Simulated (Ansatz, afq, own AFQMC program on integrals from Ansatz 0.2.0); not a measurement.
**SiH₄O (singlet): AFQMC on the coupled-cluster ladder at twist about Si1–O2 = 14.5°, 6-31G, part 1 of 2**

How near does AFQMC come to the top of the ladder for SiH₄O (singlet)?

Program: Ansatz 0.2.0, Gaussian basis, and an in-house AFQMC program (afq) on its integrals; all values are calculated. Level of theory: 6-31G, frozen cores. These are calculated values, not measurements.

The runs, in order: PBE (unrestricted); r2SCAN (unrestricted); PBE0 (unrestricted); B3LYP (unrestricted); wB97M-V (unrestricted); B2PLYP (unrestricted); CCSD(T) on RHF; CCSDT(Q) on RHF; Phaseless AFQMC, CISD trial on RHF; Phaseless AFQMC, single-determinant trial on RHF; Free-projection AFQMC, CISD trial on RHF; Phaseless AFQMC, single-determinant trial on RHF; UHF.

3 further runs of the same task are left out: 3 that didn't finish.

## 1. The geometry

The geometry derives from a PBE0/def2-TZVP stationary point (not a proven minimum). One half is turned about the bond named; the halves are rigid.

6 atoms, charge 0, spin multiplicity 1.

Atoms are counted from 1 here; the program's logs count them from 0.

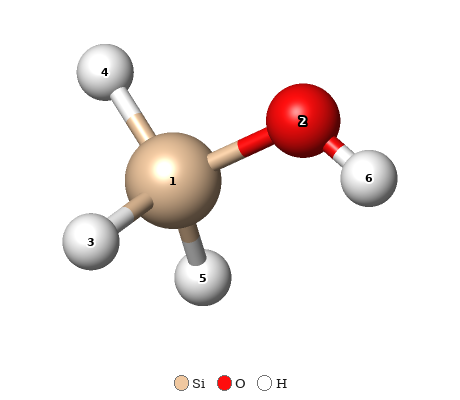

The geometry (silicon light orange, oxygen red, hydrogen white); atoms are numbered from 1 in the order of the file.

As a file:

```tsv
atom	x (Å)	y (Å)	z (Å)
Si1	0.0044	-0.0254	0.5600
O2	0.0044	0.0961	-1.0835
H3	1.2080	-0.7468	1.0577
H4	0.0044	1.3646	1.0699
H5	-1.1991	-0.7468	1.0577
H6	-0.2075	-0.6884	-1.5899
```

## 2. PBE (unrestricted)

Input file in.yaml:

```yaml
crystal:
  periodic: [false, false, false]
  atoms:
    - {symbol: Si, position_ang: [0.004441, -0.025380, 0.559965]}
    - {symbol: O, position_ang: [0.004441, 0.096053, -1.083478]}
    - {symbol: H, position_ang: [1.208005, -0.746818, 1.057721]}
    - {symbol: H, position_ang: [0.004441, 1.364551, 1.069916]}
    - {symbol: H, position_ang: [-1.199123, -0.746818, 1.057721]}
    - {symbol: H, position_ang: [-0.207540, -0.688426, -1.589941]}
basis:
  gaussian: {orbitals: 6-31G}
magnetization: {spin_polarized: true, initial_magnetization: 0}
hamiltonian: {xc: {name: PBE}}
output: {orbitals: {seedname: orbitals}}
```

Command:

```
$ ansatz run in.yaml --threads 1 --pin off --events-out ev --progress --plain --max-ram 1382MiB
```

Log:

```text
Functional definition: PBE
  name "PBE"
  cite "Perdew, Burke & Ernzerhof, Phys. Rev. Lett. 77, 3865 (1996) doi:10.1103/PhysRevLett.77.3865"
  parent pbe
  parameter kappa = 0.804
  parameter beta = 0.06672455060314922
  exchange = pbe_x(kappa = kappa, mu = beta*pi^2/3)
  correlation = pbe_c(beta = beta)
343 factors; integrals over basis functions are off by at most 2.6e-4 eV
mean field evaluation 1: about -9976.1676 eV, gradient 3.8e1 eV
mean field evaluation 2: about -9943.0319 eV, gradient 9.5e1 eV
mean field evaluation 4: about -9981.2786 eV, gradient 1.7e0 eV
mean field evaluation 8: about -9981.2896 eV, gradient 8.2e-2 eV
mean field -9981.28959585 eV, -366.8056270863 hartree, gradient 5.5e-6 eV, S^2 0.000000; 0 other end points of the search recorded, 0 dependent functions left out
reference -9981.28962632 eV, -366.8056282060 hartree; 13, 13 occupied and 17, 17 virtual orbitals, 343 factors
Total energy: -9981.28962632 eV, -366.8056282060 hartree
```

It took 0.75 s on 1 thread of Arm Neoverse V2, shared host.

From the report: ⟨S²⟩ of the determinant 0.000 (pure singlet: 0.00).

## 3. r2SCAN (unrestricted)

Edit in.yaml of step 2 so:

```diff
@@ -12,3 +12,2 @@
 magnetization: {spin_polarized: true, initial_magnetization: 0}
-hamiltonian: {xc: {name: PBE}}
-output: {orbitals: {seedname: orbitals}}
+hamiltonian: {xc: {name: r2SCAN}}
```

Same command.

Log:

```text
Functional definition: r2SCAN
  name "r2SCAN"
  cite "Furness, Kaplan, Ning, Perdew & Sun, J. Phys. Chem. Lett. 11, 8208 (2020) doi:10.1021/acs.jpclett.0c02405"
  cite "Furness, Kaplan, Ning, Perdew & Sun, J. Phys. Chem. Lett. 11, 9248 (2020) doi:10.1021/acs.jpclett.0c03077"
  parent r2scan
  parameter k0 = 0.174
  parameter k1 = 0.065
  parameter a1 = 4.9479
  exchange = r2scan_x(k0 = k0, k1 = k1, a1 = a1)
  correlation = r2scan_c
343 factors; integrals over basis functions are off by at most 2.6e-4 eV
mean field evaluation 1: about -9981.6801 eV, gradient 3.5e1 eV
mean field evaluation 2: about -9964.6001 eV, gradient 7.3e1 eV
mean field evaluation 4: about -9985.9823 eV, gradient 8.3e-1 eV
mean field evaluation 8: about -9985.9771 eV, gradient 6.5e-3 eV
mean field -9985.97714527 eV, -366.9778913504 hartree, gradient 3.2e-6 eV, S^2 0.000000; 0 other end points of the search recorded, 0 dependent functions left out
reference -9985.97715465 eV, -366.9778916949 hartree; 13, 13 occupied and 17, 17 virtual orbitals, 343 factors
Total energy: -9985.97715465 eV, -366.9778916949 hartree
```

Wall time 1.5 s (1 thread of Arm Neoverse V2, shared host).

From the report: ⟨S²⟩ of the determinant 0.000 (pure singlet: 0.00).

## 4. PBE0 (unrestricted)

Edit in.yaml of step 3 so:

```diff
@@ -12,2 +12,3 @@
 magnetization: {spin_polarized: true, initial_magnetization: 0}
-hamiltonian: {xc: {name: r2SCAN}}
+hamiltonian: {xc: {name: PBE0}}
+output: {orbitals: {seedname: orbitals}}
```

Launched as before.

Log:

```text
Functional definition: PBE0
  name "PBE0"
  cite "Adamo & Barone, J. Chem. Phys. 110, 6158 (1999) doi:10.1063/1.478522"
  cite "Perdew, Burke & Ernzerhof, Phys. Rev. Lett. 77, 3865 (1996) doi:10.1103/PhysRevLett.77.3865"
  parent pbe
  parameter a = 0.25
  parameter kappa = 0.804
  parameter beta = 0.06672455060314922
  exchange = (1 - a)*pbe_x(kappa = kappa, mu = beta*pi^2/3) + a*exact_x
  correlation = pbe_c(beta = beta)
343 factors; integrals over basis functions are off by at most 2.6e-4 eV
mean field evaluation 1: about -9978.5425 eV, gradient 3.2e1 eV
mean field evaluation 2: about -9971.4059 eV, gradient 5.4e1 eV
mean field evaluation 4: about -9982.1252 eV, gradient 2.5e-1 eV
mean field evaluation 8: about -9982.1206 eV, gradient 2.2e-3 eV
mean field -9982.12060643 eV, -366.8361661621 hartree, gradient 1.3e-5 eV, S^2 0.000000; 0 other end points of the search recorded, 0 dependent functions left out
reference -9982.12062866 eV, -366.8361669789 hartree; 13, 13 occupied and 17, 17 virtual orbitals, 343 factors
Total energy: -9982.12062866 eV, -366.8361669789 hartree
```

It took 0.75 s on 1 thread of Arm Neoverse V2, shared host.

From the report: ⟨S²⟩ of the determinant 0.000 (pure singlet: 0.00).

## 5. B3LYP (unrestricted)

Edit in.yaml of step 4 so:

```diff
@@ -12,3 +12,2 @@
 magnetization: {spin_polarized: true, initial_magnetization: 0}
-hamiltonian: {xc: {name: PBE0}}
-output: {orbitals: {seedname: orbitals}}
+hamiltonian: {xc: {name: B3LYP}}
```

Same command.

Log, cut to the lines that bear on the results:

```text
Functional definition: B3LYP
  name "B3LYP"
  cite "Stephens, Devlin, Chabalowski & Frisch, J. Phys. Chem. 98, 11623 (1994) doi:10.1021/j100096a001"
  cite "Becke, Phys. Rev. A 38, 3098 (1988) doi:10.1103/PhysRevA.38.3098"
  cite "Lee, Yang & Parr, Phys. Rev. B 37, 785 (1988) doi:10.1103/PhysRevB.37.785"
  cite "Vosko, Wilk & Nusair, Can. J. Phys. 58, 1200 (1980) doi:10.1139/p80-159"
[...]
343 factors; integrals over basis functions are off by at most 2.6e-4 eV
[...]
mean field -9988.46490596 eV, -367.0693148695 hartree, gradient 2.6e-5 eV, S^2 0.000000; 0 other end points of the search recorded, 0 dependent functions left out
reference -9988.46510507 eV, -367.0693221866 hartree; 13, 13 occupied and 17, 17 virtual orbitals, 343 factors
Total energy: -9988.46510507 eV, -367.0693221866 hartree
```

It took 0.9 s on 1 thread of Arm Neoverse V2, shared host.

From the report: ⟨S²⟩ of the determinant 0.000 (pure singlet: 0.00).

## 6. wB97M-V (unrestricted)

Edit in.yaml of step 5 so:

```diff
@@ -12,2 +12,3 @@
 magnetization: {spin_polarized: true, initial_magnetization: 0}
-hamiltonian: {xc: {name: B3LYP}}
+hamiltonian: {xc: {name: wB97M-V}}
+output: {orbitals: {seedname: orbitals}}
```

Same command.

Log, cut to the lines that bear on the results:

```text
Functional definition: wB97M-V
  name "wB97M-V"
  cite "Mardirossian & Head-Gordon, J. Chem. Phys. 144, 214110 (2016) doi:10.1063/1.4952647"
  cite "Becke, J. Chem. Phys. 107, 8554 (1997) doi:10.1063/1.475007"
  cite "Vydrov & Van Voorhis, J. Chem. Phys. 133, 244103 (2010) doi:10.1063/1.3521275"
  # Of w^i u^j: cxij and so on, Table III.
[...]
  gx(w, u) = 1 - cx + cx01*u + cx10*w
  gss(w, u) = css00 + css04*u^4 + css10*w + css20*w^2 + css43*w^4*u^3
  gos(w, u) = cos00 + cos10*w + (cos20 + cos21*u)*w^2 + (cos60 + cos61*u)*w^6
[...]
      + integral(e_c_pw_mod_opposite_spin*gos(b97_w_opposite, b97_u_opposite)) + vv10(b, c)
343 factors; integrals over basis functions are off by at most 2.6e-4 eV
155 factors; integrals over basis functions are off by at most 4.7e-6 eV
[...]
mean field -9986.25617050 eV, -366.9881453384 hartree, gradient 1.4e-5 eV, S^2 0.000000; 0 other end points of the search recorded, 0 dependent functions left out
reference -9986.25620484 eV, -366.9881466004 hartree; 13, 13 occupied and 17, 17 virtual orbitals, 343 factors
Total energy: -9986.25620484 eV, -366.9881466004 hartree
```

Run time: 4.3 s. Hardware: 1 thread of Arm Neoverse V2, shared host.

From the report: ⟨S²⟩ of the determinant 0.000 (pure singlet: 0.00).

## 7. B2PLYP (unrestricted)

Edit in.yaml of step 6 so:

```diff
@@ -12,3 +12,3 @@
 magnetization: {spin_polarized: true, initial_magnetization: 0}
-hamiltonian: {xc: {name: wB97M-V}}
-output: {orbitals: {seedname: orbitals}}
+hamiltonian: {xc: {name: B2PLYP}}
+correlation: {electrons: outside_noble_gas}
```

Launched as before.

Log, cut to the lines that bear on the results:

```text
Functional definition: B2PLYP
  name "B2PLYP"
  cite "Grimme, J. Chem. Phys. 124, 034108 (2006) doi:10.1063/1.2148954"
  cite "Becke, Phys. Rev. A 38, 3098 (1988) doi:10.1103/PhysRevA.38.3098"
  cite "Lee, Yang & Parr, Phys. Rev. B 37, 785 (1988) doi:10.1103/PhysRevB.37.785"
[...]
343 factors; integrals over basis functions are off by at most 2.6e-4 eV
[...]
mean field -9979.59186158 eV, -366.7432365028 hartree, gradient 3.1e-6 eV, S^2 0.000000; 0 other end points of the search recorded, 0 dependent functions left out
6 core orbitals not correlated: weight in the atoms' cores, before any rotation towards them, 1.000 or more for the frozen orbitals, at most 0.000 for the correlated occupied ones
reference -9979.59198619 eV, -366.7432410823 hartree; 7, 7 occupied and 17, 17 virtual orbitals, 343 factors
second order -6.13559486 eV of doubles, -0.00000000 eV of singles
Total energy: -9981.24859681 eV, -366.8041203993 hartree
```

It took 0.9 s on 1 thread of Arm Neoverse V2, shared host.

From the report: ⟨S²⟩ of the determinant 0.000 (pure singlet: 0.00).

## 8. CCSD(T) on RHF

Edit in.yaml of step 7 so:

```diff
@@ -11,4 +11,3 @@
   gaussian: {orbitals: 6-31G}
-magnetization: {spin_polarized: true, initial_magnetization: 0}
-hamiltonian: {xc: {name: B2PLYP}}
-correlation: {electrons: outside_noble_gas}
+magnetization: {spin_polarized: false}
+correlation: {method: ccsd_t, electrons: outside_noble_gas, hamiltonian_folder: ham}
```

The command is unchanged.

Log, cut to the lines that bear on the results:

```text
Functional definition: HF
  name "HF"
  cite "Fock, Z. Phys. 61, 126 (1930) doi:10.1007/BF01340294"
  parent pbe
[...]
343 factors; integrals over basis functions are off by at most 2.6e-4 eV
[...]
mean field -9960.40898794 eV, -366.0382788993 hartree, gradient 1.6e-6 eV, S^2 0.000000; 0 other end points of the search recorded, 0 dependent functions left out
6 core orbitals not correlated: weight in the atoms' cores, before any rotation towards them, 1.000 or more for the frozen orbitals, at most 0.000 for the correlated occupied ones
reference -9960.40898794 eV, -366.0382788993 hartree; 7, 7 occupied and 17, 17 virtual orbitals, 343 factors
second order -4.89227633 eV of doubles, -0.00000000 eV of singles
cycle   1  -5.14526700 eV  change   -2.5e-1 eV  update   6.7e-2
[...]
cycle   8  -5.41967325 eV  change    1.0e-5 eV  update   1.5e-5
perturbative correction -0.07158137 eV, -0.0026305667 hartree
Total energy: -9965.90024256 eV, -366.2400787843 hartree
```

Run time: 0.21 s. Hardware: 1 thread of Arm Neoverse V2, shared host.

From the report: correlation -5.4913 eV; T1 0.011; largest double amplitude 0.03.

This run also writes the integrals to the folder ham.

## 9. CCSDT(Q) on RHF

Edit in.yaml of step 8 so:

```diff
@@ -12,2 +12,2 @@
 magnetization: {spin_polarized: false}
-correlation: {method: ccsd_t, electrons: outside_noble_gas, hamiltonian_folder: ham}
+correlation: {method: ccsdt_q, electrons: outside_noble_gas}
```

Same command.

Log, cut to the lines that bear on the results:

```text
Functional definition: HF
  name "HF"
  cite "Fock, Z. Phys. 61, 126 (1930) doi:10.1007/BF01340294"
  parent pbe
[...]
645 factors; integrals over basis functions are off by at most 6.4e-8 eV
[...]
mean field -9960.40922208 eV, -366.0382875037 hartree, gradient 1.7e-6 eV, S^2 0.000000; 0 other end points of the search recorded, 0 dependent functions left out
6 core orbitals not correlated: weight in the atoms' cores, before any rotation towards them, 1.000 or more for the frozen orbitals, at most 0.000 for the correlated occupied ones
reference -9960.40922208 eV, -366.0382875037 hartree; 7, 7 occupied and 17, 17 virtual orbitals, 645 factors
second order -4.89237022 eV of doubles, -0.00000000 eV of singles
cycle   1  -5.14532642 eV  change   -2.5e-1 eV  update   7.1e-2
[...]
cycle  12  -5.50123162 eV  change   -3.6e-8 eV  update   1.0e-6
perturbative correction -0.01535655 eV, -0.0005643430 hartree
Total energy: -9965.92581026 eV, -366.2410183800 hartree
```

Run time: 1.6 s. Hardware: 1 thread of Arm Neoverse V2, shared host.

From the report: correlation -5.5166 eV; T1 0.010; largest double amplitude 0.03.

(Continued in part 2 of 2.)
